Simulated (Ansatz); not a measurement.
**SnH2Cl2 (SMILES [Cl][SnH2][Cl]) at wB97M-V/def2-SVPD (core potential)**

What is the electronic atomisation energy of SnH2Cl2 at wB97M-V/def2-SVPD (core potential)? 

The results are computed with Ansatz 0.2.0.

54 further runs of the same task are left out: 54 set aside as unsound or not needed.

## Step 1: The molecule

The species is SnH2Cl2 (5 atoms), meant as a singlet with charge 0. SMILES: `[Cl][SnH2][Cl]`. Geometry: relaxed at PBE0-D4/def2-TZVP.

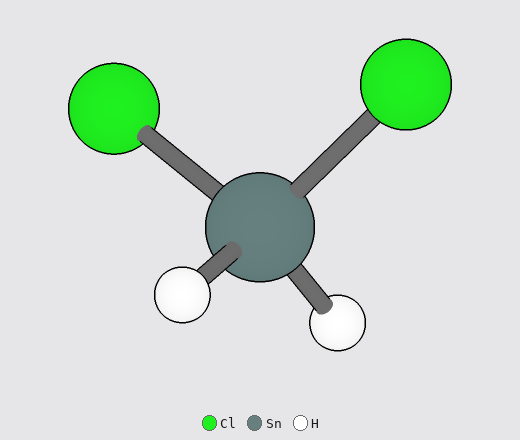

The structure, seen from a chosen angle (chlorine green, tin teal, hydrogen white).

## Step 2: A single-point energy at wB97M-V/def2-SVPD (core potential)

Contents of molecule.yaml:

```yaml
crystal:
  periodic: [false, false, false]
  atoms:
    - {symbol: Cl, position_ang: [-1.795300, -0.326200, 1.206500]}
    - {symbol: Sn, position_ang: [0.192400, -0.102900, 0.038600]}
    - {symbol: Cl, position_ang: [-0.250400, 1.295500, -1.753900]}
    - {symbol: H, position_ang: [0.602200, -1.626300, -0.582100]}
    - {symbol: H, position_ang: [1.301000, 0.686300, 1.049400]}
basis:
  gaussian:
    orbitals: def2-SVPD
hamiltonian:
  xc: {name: wB97M-V}
accuracy: high
output:
  orbitals: {seedname: orbitals}
```

Started as:

```bash
$ ansatz run molecule.yaml --threads 1 --pin off --max-ram 3480MiB --events-out events.jsonl --progress --plain --runs-dir runs
```

The log of the run:

```text
Warning: RAYON_NUM_THREADS=1 ignored (pool sized by the plan → 1); use --threads N
Functional definition: wB97M-V
  name "wB97M-V"
  parameter omega = 0.3/bohr
  parameter cx = 0.15
  parameter cx01 = 1.007
  parameter cx10 = 0.259
  parameter css00 = 0.443
  parameter css04 = -1.437
  parameter css10 = -4.535
  parameter css20 = -3.390
  parameter css43 = 4.278
  parameter cos00 = 1.000
  parameter cos10 = 1.358
  parameter cos20 = 2.924
  parameter cos21 = -8.812
  parameter cos60 = -1.390
  parameter cos61 = 9.142
  parameter b = 6.0
  parameter c = 0.01
  gx(w, u) = 1 - cx + cx01*u + cx10*w
  gss(w, u) = css00 + css04*u^4 + css10*w + css20*w^2 + css43*w^4*u^3
  gos(w, u) = cos00 + cos10*w + (cos20 + cos21*u)*w^2 + (cos60 + cos61*u)*w^6
  exchange = spin_sum(e_x_unif_sr(omega)*gx(b97_w, b97_u_x)) + cx*exact_x_sr(omega) + exact_x_lr(omega)
  correlation = spin_sum(e_c_pw_mod_same_spin*gss(b97_w, b97_u_same))
      + integral(e_c_pw_mod_opposite_spin*gos(b97_w_opposite, b97_u_opposite)) + vv10(b, c)
2112 factors; integrals over basis functions are off by at most 3.7e-9 eV
532 factors; integrals over basis functions are off by at most 1.7e-9 eV
mean field evaluation 1: about -30899.9065 eV, gradient 2.0e1 eV
mean field evaluation 2: about -30900.5429 eV, gradient 1.6e1 eV
mean field evaluation 4: about -30901.1757 eV, gradient 7.1e-1 eV
mean field evaluation 8: about -30901.2150 eV, gradient 1.6e-2 eV
mean field evaluation 16: about -30901.2150 eV, gradient 8.1e-6 eV
mean field -30901.21502769 eV, -1135.5987066716 hartree, gradient 2.1e-8 eV, S^2 0.000000; 0 other end points of the search recorded, 0 dependent functions left out
reference -30901.21503260 eV, -1135.5987068524 hartree; 29, 29 occupied and 73, 73 virtual orbitals, 2112 factors
Total energy: -30901.21503260 eV, -1135.5987068524 hartree
```

Wall time 80 s (1 thread of Arm Neoverse V2, shared host); peak memory 0.7 GiB.

## Step 3: The Cl atom

Contents of molecule.yaml:

```yaml
crystal:
  periodic: [false, false, false]
  atoms:
    - {symbol: Cl, position_ang: [0.000000, 0.000000, 0.000000]}
basis:
  gaussian:
    orbitals: def2-SVPD
magnetization:
  spin_polarized: true
  initial_magnetization: 1
hamiltonian:
  xc: {name: wB97M-V}
accuracy: high
```

Started as:

```bash
$ ansatz run molecule.yaml --threads 1 --pin off --max-ram 3480MiB --events-out events.jsonl --progress --plain --runs-dir runs
```

The log of the run, cut to the lines that bear on the results:

```text
Warning: RAYON_NUM_THREADS=1 ignored (pool sized by the plan → 1); use --threads N
Functional definition: wB97M-V
  name "wB97M-V"
[...]
  gx(w, u) = 1 - cx + cx01*u + cx10*w
  gss(w, u) = css00 + css04*u^4 + css10*w + css20*w^2 + css43*w^4*u^3
  gos(w, u) = cos00 + cos10*w + (cos20 + cos21*u)*w^2 + (cos60 + cos61*u)*w^6
[...]
      + integral(e_c_pw_mod_opposite_spin*gos(b97_w_opposite, b97_u_opposite)) + vv10(b, c)
222 factors; integrals over basis functions are off by at most 2.5e-9 eV
105 factors; integrals over basis functions are off by at most 2.0e-9 eV
[...]
mean field -12516.63766849 eV, -459.9779502354 hartree, gradient 6.3e-8 eV, S^2 0.751636; 0 other end points of the search recorded, 0 dependent functions left out
reference -12516.63767032 eV, -459.9779503026 hartree; 9, 8 occupied and 18, 19 virtual orbitals, 222 factors
Total energy: -12516.63767032 eV, -459.9779503026 hartree
```

It took 6.6 s on 1 thread of Arm Neoverse V2, shared host; peak memory 0.23 GiB.

## Step 4: The H atom at the same level

Contents of job.yaml:

```yaml
basis:
  gaussian: {orbitals: def2-SVPD}
crystal:
  periodic: [false, false, false]
  atoms:
    - {symbol: H, position_ang: [0.000000, 0.000000, 0.000000]}
hamiltonian: {xc: {name: wB97M-V}}
magnetization: {spin_polarized: true, initial_magnetization: 1}
accuracy: high
```

Run the same way, it converges to -0.49171 Eh (log not shown).

## Step 5: The Sn atom at the same level

Contents of in.yaml:

```yaml
crystal:
  periodic: [false, false, false]
  atoms:
    - {symbol: Sn, position_ang: [0.000000, 0.000000, 0.000000]}
basis:
  gaussian:
    orbitals: def2-SVPD
magnetization:
  spin_polarized: true
  initial_magnetization: 2
hamiltonian:
  xc: {name: wB97M-V}
accuracy: high
```

Started as:

```bash
$ ansatz run in.yaml --threads 1 --pin off --max-ram 3480MiB --events-out events.jsonl --progress --plain --runs-dir runs
```

The log of the run, cut to the lines that bear on the results:

```text
Warning: RAYON_NUM_THREADS=1 ignored (pool sized by the plan → 1); use --threads N
Functional definition: wB97M-V
  name "wB97M-V"
[...]
  gx(w, u) = 1 - cx + cx01*u + cx10*w
  gss(w, u) = css00 + css04*u^4 + css10*w + css20*w^2 + css43*w^4*u^3
  gos(w, u) = cos00 + cos10*w + (cos20 + cos21*u)*w^2 + (cos60 + cos61*u)*w^6
[...]
      + integral(e_c_pw_mod_opposite_spin*gos(b97_w_opposite, b97_u_opposite)) + vv10(b, c)
294 factors; integrals over basis functions are off by at most 2.2e-9 eV
120 factors; integrals over basis functions are off by at most 2.4e-9 eV
[...]
mean field -5828.72204365 eV, -214.2015842546 hartree, gradient 8.4e-8 eV, S^2 2.003478; 0 other end points of the search recorded, 0 dependent functions left out
reference -5828.72204571 eV, -214.2015843302 hartree; 12, 10 occupied and 20, 22 virtual orbitals, 294 factors
Total energy: -5828.72204571 eV, -214.2015843302 hartree
```

It took 13 s on 1 thread of Arm Neoverse V2, shared host; peak memory 0.37 GiB.

## Step 6: What came out

At wB97M-V/def2-SVPD (core potential):

| quantity | value |
| --- | --- |
| molecule: total energy | -1135.59871 Eh |
| molecule: HOMO energy | -11.23 eV |
| molecule: LUMO energy | 0.23 eV |
| molecule: HOMO–LUMO gap | 11.46 eV |
| Cl atom: total energy | -459.97795 Eh |
| Cl atom: ⟨S²⟩ | 0.752 |
| H atom: total energy | -0.49171 Eh |
| H atom: ⟨S²⟩ | 0.750 |
| Sn atom: total energy | -214.20158 Eh |
| Sn atom: ⟨S²⟩ | 2.003 |
| electronic atomisation energy | 12.457 eV |

What this shows: Taking the molecule apart into free atoms costs 12.46 eV (287 kcal/mol), before zero-point energy and without spin-orbit coupling.
